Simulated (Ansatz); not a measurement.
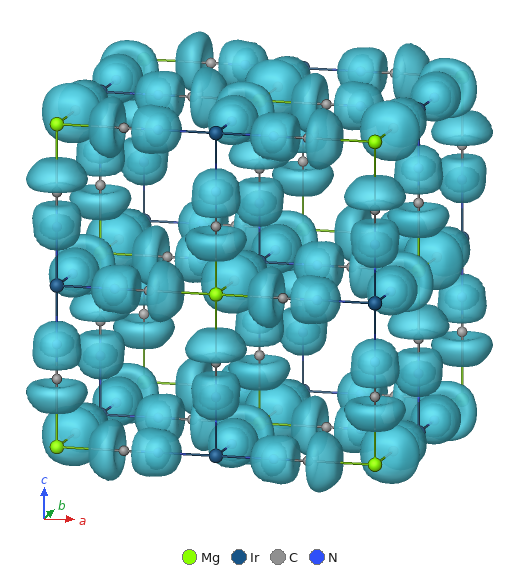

MgIrC6N6. Isosurface of the electron localisation function at 0.75 (cyan), seen slightly off an axis. Core shells and regions of very low density are left out. Sticks mark near contacts.

Space group Fm-3m; a structure generated by program, which may or may not match a known phase; spin-polarised.

These are results of DFT PBE, scalar-relativistic, plane waves, PAW (Ansatz), not measurements.

Input file:

```
crystal:
  lattice:
    - [0.0, 5.4351746497, 5.4351746497]
    - [5.4351746497, 0.0, 5.4351746497]
    - [5.4351746497, 5.4351746497, 0.0]
  atoms:
    - { symbol: Mg, position: [0.0, 0.0, 0.0] }
    - { symbol: Ir, position: [0.5, 0.5, 0.5], spin: 0.41 }
    - { symbol: C, position: [0.7895003806, 0.2104996194, 0.2104996194] }
    - { symbol: C, position: [0.2104996194, 0.7895003806, 0.2104996194] }
    - { symbol: C, position: [0.2104996194, 0.2104996194, 0.7895003806] }
    - { symbol: C, position: [0.2104996194, 0.7895003806, 0.7895003806] }
    - { symbol: C, position: [0.7895003806, 0.2104996194, 0.7895003806] }
    - { symbol: C, position: [0.7895003806, 0.7895003806, 0.2104996194] }
    - { symbol: "N", position: [0.6817246488, 0.3182753512, 0.3182753512] }
    - { symbol: "N", position: [0.3182753512, 0.6817246488, 0.3182753512] }
    - { symbol: "N", position: [0.3182753512, 0.3182753512, 0.6817246488] }
    - { symbol: "N", position: [0.3182753512, 0.6817246488, 0.6817246488] }
    - { symbol: "N", position: [0.6817246488, 0.3182753512, 0.6817246488] }
    - { symbol: "N", position: [0.6817246488, 0.6817246488, 0.3182753512] }
basis:
  ecutwfc: 420
kpoints:
  mp_grid: { grid: [6, 6, 6] }
hamiltonian:
  xc: pbe
scf:
  occupations: { method: gaussian, width: 0.1 }
output:
  forces: true
  stress: true
  eigenvalues: true
  populations: true
  write_density: true
  write_potential: true
  elf: true
  volumetric_format: npy
magnetization:
  spin_polarized: true
relax:
  adjacent_minimum: "off"
  f_tol: 0.01
  max_steps: 80
  cell: { stress_tol: 0.05 }
```

Command:

```sh
ansatz run input.yaml --threads 1 --pin off --max-ram 2560MiB --backend cpu --events-out ev --progress --plain --runs-dir out
```

Below, planes, directions and counts refer to the conventional cell (a = 10.88 Å, b = 10.88 Å, c = 10.88 Å, α = 90.00°, β = 90.00°, γ = 90.00°).

**Identify the bonds, lone pairs and shells in this picture.**

The ELF exceeds this value in 24 lobes of the valence shell of C pointing towards Mg and 24 regions on N in which the atom's valence shell and bonds are merged, counted in one cell of 56 atoms. Any copies at cell faces, edges or corners count once. Along the contacts the grid gives the following. C–N (1.17 Å): the ELF peaks at about 0.85 between the atoms. Ir–N (1.98 Å): the ELF peaks at about 0.90 in the valence shell of N, 0.6 Å from its nucleus, and is about 0.25 at the midpoint.
